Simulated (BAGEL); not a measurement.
**GeH4O2 (SMILES [OH][GeH2][OH]): B3LYP/cc-pVDZ (density fitting with qzvpp-jkfit)**

What is the energy change on altering one bond length of GeH4O2 at B3LYP/cc-pVDZ (density fitting with qzvpp-jkfit)? 

Program for the calculation: BAGEL 1.2.2.

5 further runs of the same task are left out: 4 that didn't finish, 1 set aside as unsound or not needed. Runs told in other sessions of the task aren't counted.

## (1) The structure to begin with

GeH4O2: 7 atoms, total charge 0, spin state singlet. As SMILES, `[OH][GeH2][OH]`. The shape is that of a PBE0-D4/def2-TZVP optimisation. This is one conformer, not always the lowest.

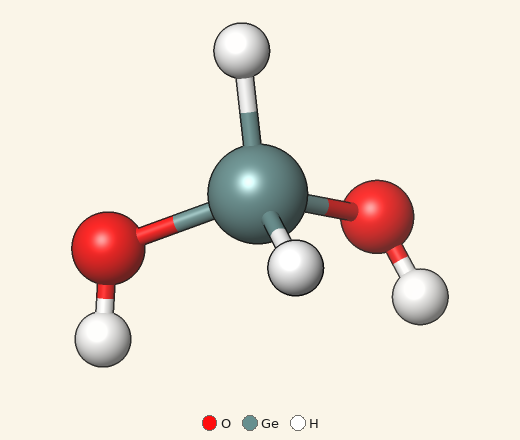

Viewed from a chosen angle; oxygen red, germanium teal, hydrogen white.

## (2) The energy at B3LYP/cc-pVDZ (density fitting with qzvpp-jkfit)

The input, input.json:

```json
{ "bagel" : [

{
  "title" : "molecule",
  "basis" : "cc-pvdz.json",
  "df_basis" : "qzvpp-jkfit",
  "angstrom" : true,
  "geometry" : [
    { "atom" : "O", "xyz" : [   -1.491300,   -0.416000,   -0.173900 ] },
    { "atom" : "Ge", "xyz" : [    0.023500,    0.377000,    0.305300 ] },
    { "atom" : "O", "xyz" : [    1.347400,   -0.798900,    0.400600 ] },
    { "atom" : "H", "xyz" : [   -1.634900,   -0.418700,   -1.122100 ] },
    { "atom" : "H", "xyz" : [    0.363400,    1.460500,   -0.739100 ] },
    { "atom" : "H", "xyz" : [   -0.172500,    0.863100,    1.737300 ] },
    { "atom" : "H", "xyz" : [    1.625600,   -1.135200,   -0.453800 ] }
  ]
},
{
  "title" : "ks",
  "xc_func" : "b3lyp"
},
{
  "title" : "print",
  "file" : "orbitals.molden",
  "orbitals" : true
}

]}
```

The basis set cc-pVDZ is read from a file made from the Basis Set Exchange's data (not shown).

The run is started by

```bash
$ BAGEL_NUM_THREADS=1 BAGEL input.json > input.out
```

Standard output:

```text
* using 1 threads per process

  ===============================================================
  ===============================================================

  *** Geometry ***

  { "atom" : "O", "xyz" : [     -2.818149,     -0.786126,     -0.328623 ] },
  { "atom" : "Ge", "xyz" : [      0.044409,      0.712427,      0.576933 ] },
  { "atom" : "O", "xyz" : [      2.546217,     -1.509702,      0.757024 ] },
  { "atom" : "H", "xyz" : [     -3.089513,     -0.791228,     -2.120462 ] },
  { "atom" : "H", "xyz" : [      0.686726,      2.759945,     -1.396697 ] },
  { "atom" : "H", "xyz" : [     -0.325978,      1.631023,      3.283021 ] },
  { "atom" : "H", "xyz" : [      3.071939,     -2.145217,     -0.857558 ] },

  Number of auxiliary basis functions:      492

  Since a DF basis is specified, we compute 2- and 3-index integrals:
    o Being stored without compression. Storage requirement is 0.022 GB

  Number of basis functions:       75
  Number of electrons      :       52

    * METHOD: MOLECULE                             0.21

  *** Kohn-Sham DFT ***

    * Removing 11443 points whose weight is below 1.00e-10
    * Grid points: 92899

  === Nuclear Repulsion ===
   219.6794995946

       - DIIS with orbital gradients will be used.

  === KS iteration (b3lyp / cc-pvdz.json) ===
      0      -2209.88468152          0.13229585           0.29
      1      -2145.52964560          0.21256761           0.26
      2      -2214.22131970          0.13966549           0.26
      3      -2227.12608799          0.05598881           0.26
      4      -2228.65083209          0.04932648           0.26
      5      -2229.85337318          0.00969575           0.26
      6      -2229.89986313          0.00306350           0.27
      7      -2229.90225051          0.00239921           0.27
      8      -2229.90519035          0.00038215           0.27
      9      -2229.90526840          0.00003977           0.26
     10      -2229.90526920          0.00000548           0.27
     11      -2229.90526920          0.00000615           0.27
     12      -2229.90526921          0.00000247           0.27
     13      -2229.90526922          0.00000033           0.26
     14      -2229.90526922          0.00000035           0.27
     15      -2229.90526922          0.00000003           0.27
     16      -2229.90526922          0.00000001           0.27
    * SCF iteration converged.

    * Permanent dipole moment:
           (   -0.122634,    -0.307775,     0.950441) a.u.

    * METHOD: KS                                   4.90

    * METHOD: PRINT                                0.01

  ===============================================================
```

Run time: 5.4 s. Hardware: 1 thread of Arm Neoverse V2, shared host; peak memory 0.37 GiB.

## (3) The distorted shape at the same level

The input, input.json:

```json
{ "bagel" : [

{
  "title" : "molecule",
  "basis" : "cc-pvdz.json",
  "df_basis" : "qzvpp-jkfit",
  "angstrom" : true,
  "geometry" : [
    { "atom" : "O", "xyz" : [   -1.376424,   -0.413840,    0.584632 ] },
    { "atom" : "Ge", "xyz" : [    0.138376,    0.379160,    1.063832 ] },
    { "atom" : "O", "xyz" : [    1.462276,   -0.796740,    1.159132 ] },
    { "atom" : "H", "xyz" : [   -1.634900,   -0.418700,   -1.122100 ] },
    { "atom" : "H", "xyz" : [    0.478276,    1.462660,    0.019432 ] },
    { "atom" : "H", "xyz" : [   -0.057624,    0.865260,    2.495832 ] },
    { "atom" : "H", "xyz" : [    1.740476,   -1.133040,    0.304732 ] }
  ]
},
{ "title" : "ks", "xc_func" : "b3lyp" },
{ "title" : "print", "file" : "orbitals.molden", "orbitals" : true }

]}
```

The basis set cc-pVDZ is read from a file made from the Basis Set Exchange's data (not shown).

The run is started by

```bash
$ BAGEL_NUM_THREADS=1 BAGEL input.json > input.out
```

Standard output:

```text
* using 1 threads per process

  ===============================================================
  ===============================================================

  *** Geometry ***

  { "atom" : "O", "xyz" : [     -2.601064,     -0.782044,      1.104794 ] },
  { "atom" : "Ge", "xyz" : [      0.261493,      0.716509,      2.010351 ] },
  { "atom" : "O", "xyz" : [      2.763301,     -1.505620,      2.190442 ] },
  { "atom" : "H", "xyz" : [     -3.089513,     -0.791228,     -2.120462 ] },
  { "atom" : "H", "xyz" : [      0.903811,      2.764027,      0.036721 ] },
  { "atom" : "H", "xyz" : [     -0.108894,      1.635104,      4.716439 ] },
  { "atom" : "H", "xyz" : [      3.289023,     -2.141135,      0.575860 ] },

  Number of auxiliary basis functions:      492

  Since a DF basis is specified, we compute 2- and 3-index integrals:
    o Being stored without compression. Storage requirement is 0.022 GB

  Number of basis functions:       75
  Number of electrons      :       52

    * METHOD: MOLECULE                             0.21

  *** Kohn-Sham DFT ***

    * Removing 10731 points whose weight is below 1.00e-10
    * Grid points: 93611

  === Nuclear Repulsion ===
   216.0148536879

       - DIIS with orbital gradients will be used.

  === KS iteration (b3lyp / cc-pvdz.json) ===
      0      -2209.96221487          0.12740220           0.28
      1      -2142.82843470          0.21914046           0.26
      2      -2211.30204471          0.13653687           0.26
      3      -2224.98327349          0.06648007           0.27
      4      -2224.38781042          0.07947605           0.26
      5      -2229.37724668          0.02465917           0.26
      6      -2229.54493632          0.01950076           0.26
      7      -2229.70938262          0.01003120           0.26
      8      -2229.74907086          0.00581279           0.26
      9      -2229.76352369          0.00263356           0.26
     10      -2229.76712334          0.00054461           0.26
     11      -2229.76728838          0.00008000           0.26
     12      -2229.76729162          0.00001436           0.26
     13      -2229.76729171          0.00000443           0.27
     14      -2229.76729171          0.00000371           0.27
     15      -2229.76729172          0.00000080           0.27
     16      -2229.76729172          0.00000013           0.26
     17      -2229.76729172          0.00000005           0.27
     18      -2229.76729172          0.00000002           0.27
     19      -2229.76729172          0.00000002           0.27
     20      -2229.76729172          0.00000000           0.27
    * SCF iteration converged.

    * Permanent dipole moment:
           (   -0.141397,    -0.329555,     0.980835) a.u.

    * METHOD: KS                                   5.93

    * METHOD: PRINT                                0.01

  ===============================================================
```

Run time: 6.3 s. Hardware: 1 thread of Arm Neoverse V2, shared host; peak memory 0.37 GiB.

## (4) Results

Level: B3LYP/cc-pVDZ (density fitting with qzvpp-jkfit).

| quantity | value |
| --- | --- |
| first shape: total energy | -2229.90527 Eh |
| first shape: dipole moment | 2.56 D |
| first shape: HOMO energy | -8.08 eV |
| first shape: LUMO energy | 0.53 eV |
| first shape: HOMO–LUMO gap | 8.61 eV |
| distorted shape: total energy | -2229.76729 Eh |
| distorted shape: dipole moment | 2.65 D |
| distorted shape: HOMO energy | -7.94 eV |
| distorted shape: LUMO energy | -3.86 eV |
| distorted shape: HOMO–LUMO gap | 4.09 eV |
| energy change with the O1–H4 bond stretched from 0.959 to 1.726 Å | 3.755 eV |

What this shows: With the O1–H4 bond stretched from 0.959 to 1.726 Å the energy rises by 3.75 eV (87 kcal/mol). The first shape isn't relaxed at this level, so the change isn't measured from a minimum. A restricted reference can't describe the breaking bond well at this length.
